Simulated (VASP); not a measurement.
Band structure of MoP (relaxed from the WC structure, space group P-6m2). Level of theory: HSE06 screened hybrid, VASP's PBE PAW potentials (set 64) (plane waves; VASP).

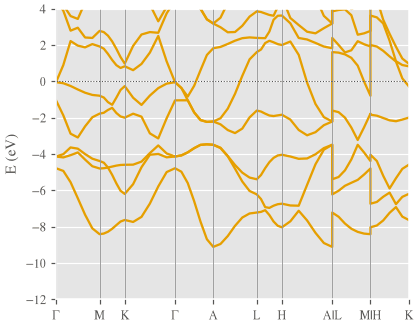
Figure. Bands along high-symmetry lines, zero at the valence-band maximum or, without a gap, the Fermi level

Task: Read the plot: is there a gap, and where are the band edges?

Result: It has no gap at this level: it comes out as a metal or semimetal.

The structure was generated: MoP was put into the WC type (P-6m2), which need not be its known phase. It was relaxed first, which changed the volume by -6 %. The k-mesh is coarse (spacing up to 0.33 per Å, 2π included), so the numbers may not be converged in it. The cell's shape comes from a PBE relaxation. The electron count is odd and the run is not spin-polarised, which forces a metal.
